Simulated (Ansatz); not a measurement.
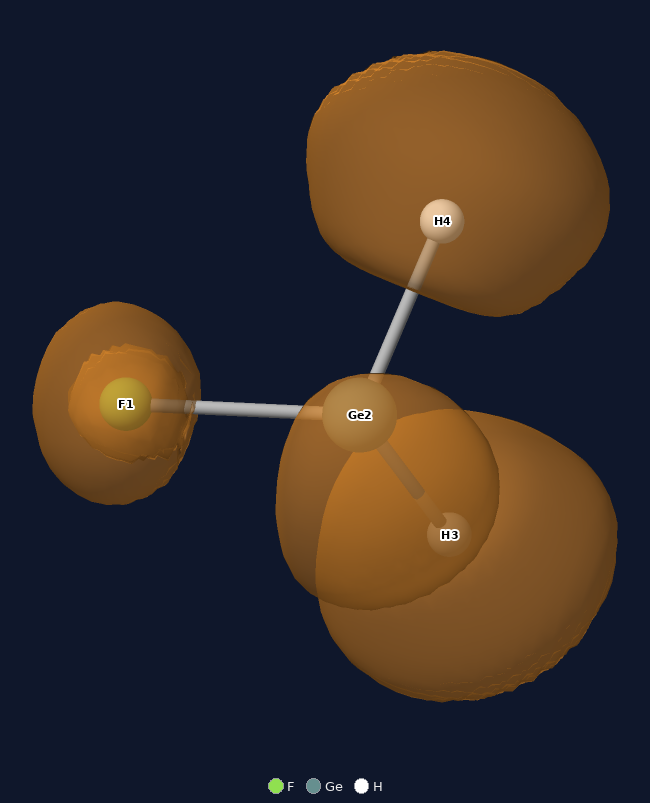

FGeH2 (SMILES [F][GeH2]) (doublet). Isosurface of the electron localisation function at 0.8 (orange), seen at a tilt. Only the valence region is drawn (cores and ρ < 0.01 e/Å³ removed).

Not at a stationary point (largest force 1.0 eV/Å).

All numbers below come from Ansatz 0.2.0, SCF LDA, Gaussian basis.

Describe the localisation domains.

At this value the surface marks out two regions around hydrogen nuclei, one lobe on Ge, pointing away from the bonds (non-bonding electrons) and one region wrapped around F (its valence shell). Along the contacts the grid gives the following. Ge–F (1.77 Å): the ELF peaks at about 0.80 in the valence shell of F, 0.5 Å from its nucleus, and is about 0.25 at the midpoint. Ge–H (1.58 Å): the ELF climbs to about 1 towards the hydrogen.
